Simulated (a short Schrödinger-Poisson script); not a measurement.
System: symmetric double-gate stack, Al2O3 on p-type Ge(100), at 300 K.

| layer | material | thickness (nm) | Na (cm⁻³) |
|---|---|---|---|
| 1 | Al2O3 | 2.3 | - |
| 2 | Ge | 20 | 1e18 |
| 3 | Al2O3 | 2.3 | - |

Constants are typed, rounded textbook-type inputs, not results; the design itself was drawn at random and stands for no fabricated device. Al2O3: permittivity 9, conduction-band edge (eV) 2.65, gap (eV) 6.8, electron mass (mₑ) 0.3. Ge: permittivity 16, conduction-band edge (eV) 0, gap (eV) 0.664, Nv at 300 K (cm⁻³) 6e18.

Channel valleys (confinement mass, in-plane density-of-states mass, number): L4 0.12, 0.295, 4. At the gates, both at one voltage, the conduction-band edge of layer 1 lies 2.82 eV − eVg above the Fermi level of the channel. Gaps are held at their typed values at every temperature. Mesh 0.03 nm at interfaces.

Solved with a short Schrödinger-Poisson script written for these runs: 1D Poisson equation in equilibrium, electrons quantum, Hartree (BenDaniel-Duke, 12 states a valley, the channel's in-plane mass for all, wave functions free to enter the dielectric), parabolic valleys, classical holes, full ionisation, no traps, pinning or gate leakage.

Only gate voltages with over 1e8 electrons/cm² are shown.

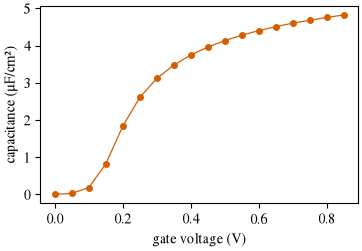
Quasi-static capacitance against gate voltage

```
Vg (V)  electrons (cm⁻²)  C (μF/cm²)  L4 E0 (meV)  L4 E1 (meV)
------  ----------------  ----------  -----------  -----------
0                 6.82e8     0.00432        269.6        281.6
0.05              4.69e9      0.0294        219.8        231.8
0.1              3.10e10       0.185        171.0        182.9
0.15             1.69e11       0.819        127.4        138.7
0.2              5.80e11        1.83         95.9        105.7
0.25             1.28e12        2.61         75.9         83.8
0.3              2.18e12        3.12         62.5         68.5
0.35             3.21e12        3.48         52.6         57.1
0.4              4.33e12        3.75         44.6         48.0
0.45             5.54e12        3.96         37.9         40.5
0.5              6.80e12        4.13         32.0         34.1
0.55             8.11e12        4.28         26.8         28.4
0.6              9.47e12        4.40         22.2         23.4
0.65             1.09e13        4.51         17.9         18.9
0.7              1.23e13        4.60         13.9         14.7
0.75             1.37e13        4.68         10.2         10.9
0.8              1.52e13        4.76          6.7          7.3
0.85             1.67e13        4.82          3.5          3.9
```

Subbands count from the Fermi level. The capacitance is that of both gates.

Only the L valleys are kept; under strong confinement the Δ valleys of Ge fill too.
